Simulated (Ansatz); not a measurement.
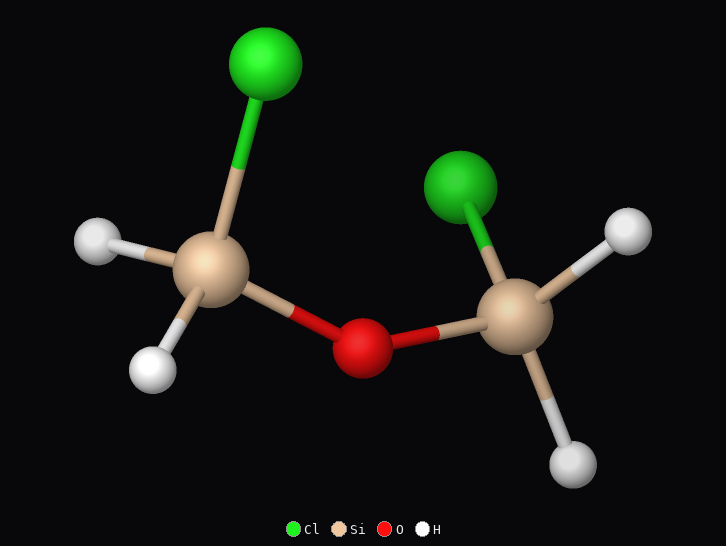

Rendered structure (ball-and-stick style).

The computed structure is the end point of a PBE0-D4/def2-TZVP optimisation. No frequency run is at hand to confirm it as a minimum.

**What is the molecular formula?**

Cl₂H₄OSi₂, 9 atoms: 2 chlorine, 4 hydrogen, 1 oxygen and 2 silicon.

**How many bonds of each kind are drawn?**

4 Si–H, 2 Cl–Si, 2 O–Si.

**Describe its rings.**

It has no ring.

**Name some functional groups or characteristic bonds that it holds.**

Among them: Si–H bond, Si–O bond.

**Write the SMILES.**

Cl[SiH2]O[SiH2]Cl

The parts below concern this one geometry. Atoms keep their numbers from picture to picture.

Shape

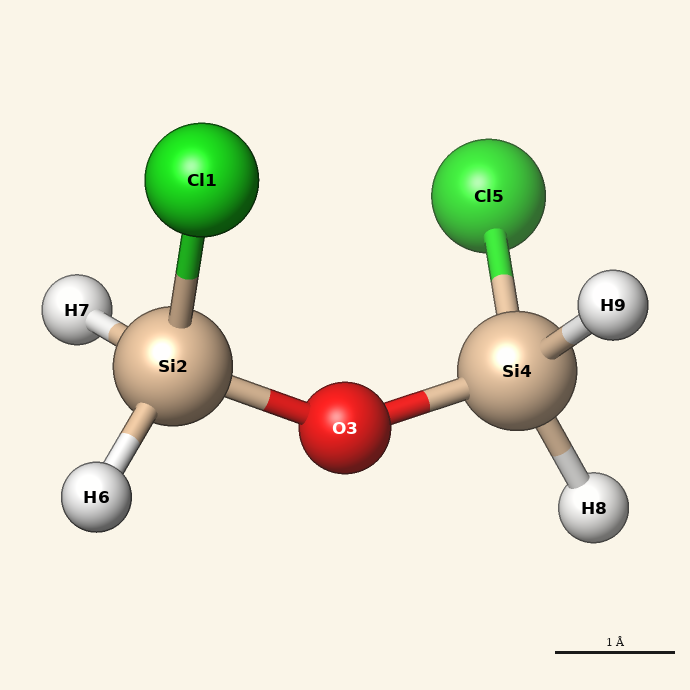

No frequency run is at hand to confirm it as a minimum.

Which atoms are bonded, and how long are the bonds?

```csv
bond,length (Å),order
Cl1–Si2,2.049,single
Si2–O3,1.629,single
Si2–H6,1.475,single
Si2–H7,1.477,single
O3–Si4,1.629,single
Si4–Cl5,2.049,single
Si4–H8,1.475,single
Si4–H9,1.477,single
```

Dipole moment

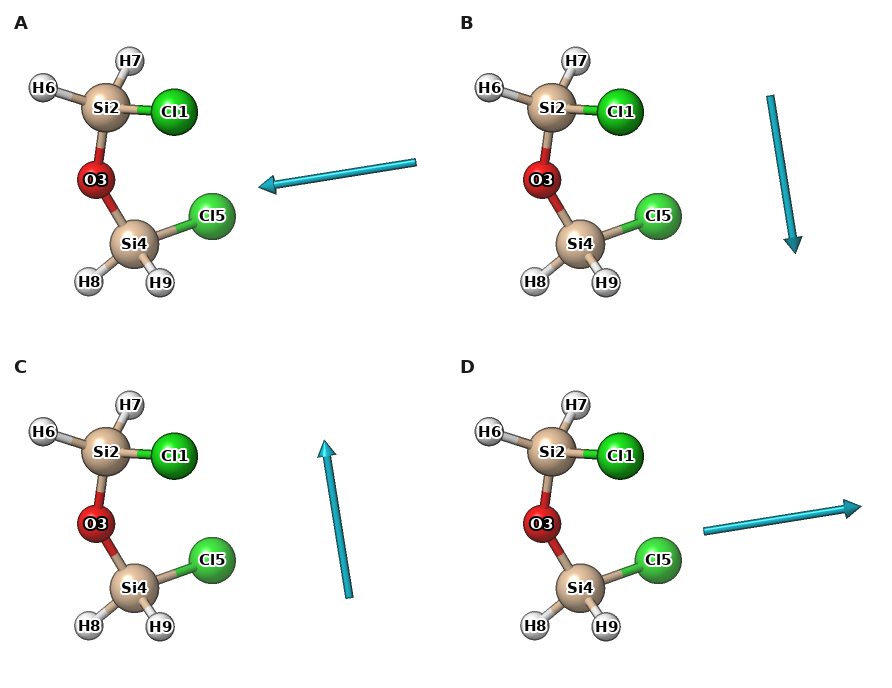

The same molecule four times, each with an arrow. No frequency run is at hand to confirm it as a minimum. Level of theory: RKS r2SCAN-D4/def2-TZVPP (Ansatz 0.2.0).

**Which arrow points along the dipole moment, from the negative to the positive end?**

A. The dipole moment is 1.29 D; it points from the side of Cl1, Cl5 to the side of H6, H8 (the outermost atoms at the two ends).

Levels of theory compared

No frequency run is at hand to confirm it as a minimum. Program: Ansatz 0.2.0.

Compare HOMO–LUMO gap (eV) at these levels: B3LYP-D4/def2-TZVPP; PBE-D4/def2-TZVPP; PBE0-D4/def2-TZVPP; r2SCAN-D4/def2-TZVPP; ωB97M-V/def2-TZVPP; ωB97X-V/def2-TZVPP.

```csv
level,HOMO–LUMO gap (eV)
B3LYP-D4/def2-TZVPP,8.58
PBE-D4/def2-TZVPP,6.73
PBE0-D4/def2-TZVPP,9.00
r2SCAN-D4/def2-TZVPP,7.48
ωB97M-V/def2-TZVPP,13.00
ωB97X-V/def2-TZVPP,13.48
```

Charges

The questions are on Mulliken charges. No frequency run is at hand to confirm it as a minimum. Properties computed with RKS ωB97M-V/def2-TZVPP (Ansatz 0.2.0).

**Which atom carries the highest charge (most positive or least negative)?**

Si2, Si4 (0.44 e).

**And the lowest?**

O3 (−0.39 e).

Give the Mulliken charges atom by atom.

```
atom  value (e)
 Cl1      −0.21
 Si2       0.44
  O3      −0.39
 Si4       0.44
 Cl5      −0.21
  H6      −0.02
  H7      −0.02
  H8      −0.02
  H9      −0.02
```

Mulliken values depend strongly on the basis set and can even reverse the polarity of a bond.
